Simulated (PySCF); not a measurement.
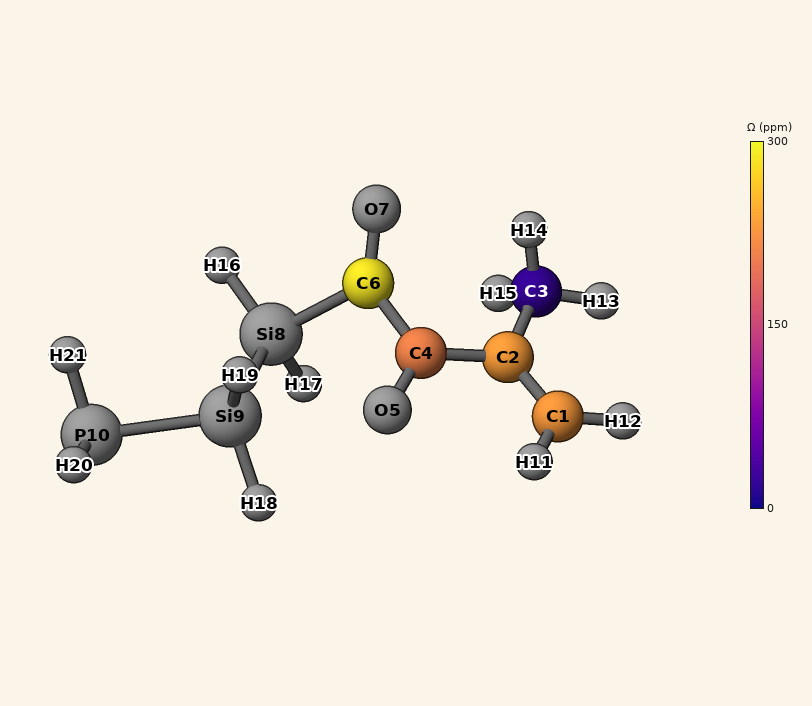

The C atoms are coloured by the span of their shielding tensor. The geometry was computed by an optimisation with GFN2-xTB. No frequency run is at hand to confirm it as a minimum. Level of theory: GIAO PBE0/pcSseg-1 NMR shielding, non-relativistic, gas phase (PySCF 2.14.0). Principal shieldings σ11 ≤ σ22 ≤ σ33, span Ω = σ33 − σ11, skew κ = 3(σiso − σ22)/Ω.

Question. Which C atom has the most anisotropic shielding?

Answer. C6, with a span of 288 ppm.

Give the shielding tensors of the C atoms.

```
atom     σ11    σ22    σ33   σiso      Ω      κ
  C1   −67.0   39.0  162.5   44.8  229.6   0.08
  C2   −74.8   44.2  157.9   42.4  232.6  −0.02
  C3   155.7  156.9  178.6  163.8   22.9   0.89
  C4  −112.3  −24.3   97.5  −13.0  209.8   0.16
  C6  −213.1  −79.7   75.0  −72.6  288.1   0.07
```

Shieldings and span in ppm.

The geometry is semi-empirical. Around P, Si such bond lengths and angles can be off by a tenth of an ångström or more and by several degrees, and values that hang on the shape move with them.
